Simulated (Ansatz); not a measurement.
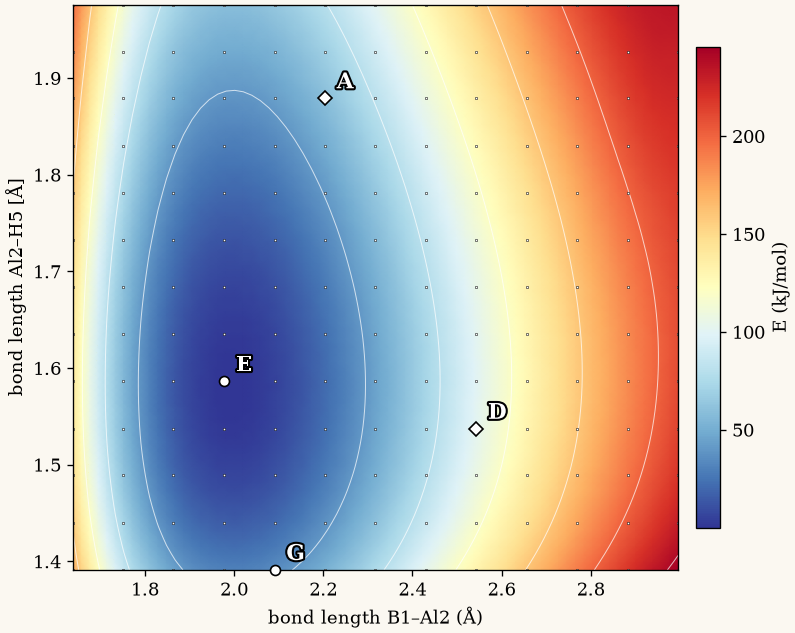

AlBH3, SMILES [BH2][AlH], spin multiplicity 2. First axis: bond length B1–Al2. Second axis: bond length Al2–H5. Nothing is relaxed (all other coordinates rigid). Grid: 13 × 13 points. Energies: kJ/mol, counted from the relaxed molecule at the same level. Computed with Ansatz 0.2.0, UKS B3LYP-D4/def2-TZVP.

The picture shows a smooth colour map with a few white contour lines, dots at the grid points, lettered points. Between grid points the surface is interpolated.

Is E the lowest point of the computed grid?

Answer. Yes. E, at bond length B1–Al2 = 1.977 Å, bond length Al2–H5 = 1.586 Å, has the lowest energy of the grid.

Rank the lettered points by energy, lowest first.

Answer. E (0.29 kJ/mol), G (35 kJ/mol), A (59 kJ/mol), D (102 kJ/mol).
